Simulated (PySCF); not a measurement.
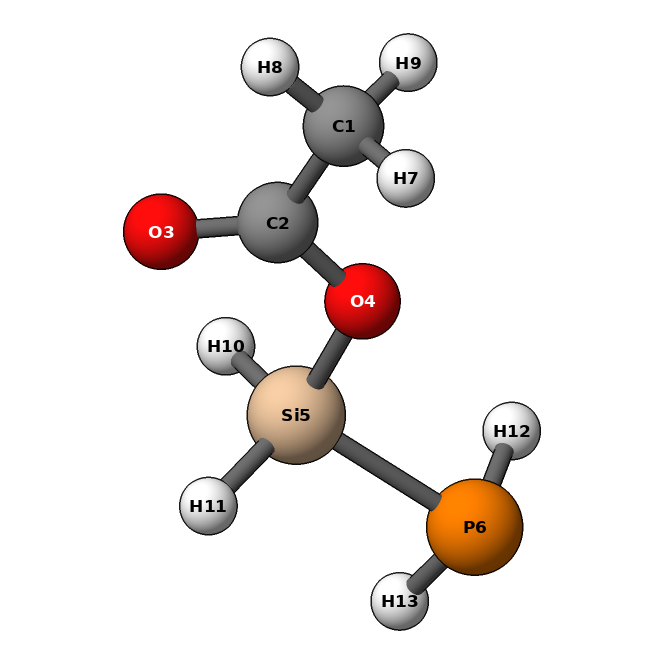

Computed geometry: PBE0-D3(BJ)/def2-SVP optimisation. No frequency run is at hand to confirm it as a minimum. Properties computed with GIAO PBE0/STO-3G NMR shielding, non-relativistic, gas phase (PySCF 2.14.0). Principal shieldings σ11 ≤ σ22 ≤ σ33, span Ω = σ33 − σ11, skew κ = 3(σiso − σ22)/Ω.

> Which O atom has the most anisotropic shielding?

O3, with a span of 833 ppm.

Give the shielding tensors of the O atoms.

| atom | σ11 | σ22 | σ33 | σiso | Ω | κ |
| --- | --- | --- | --- | --- | --- | --- |
| O3 | −445.2 | −163.3 | 387.8 | −73.6 | 833.0 | 0.32 |
| O4 | 58.0 | 337.7 | 376.3 | 257.3 | 318.3 | −0.76 |

Shieldings and span in ppm.
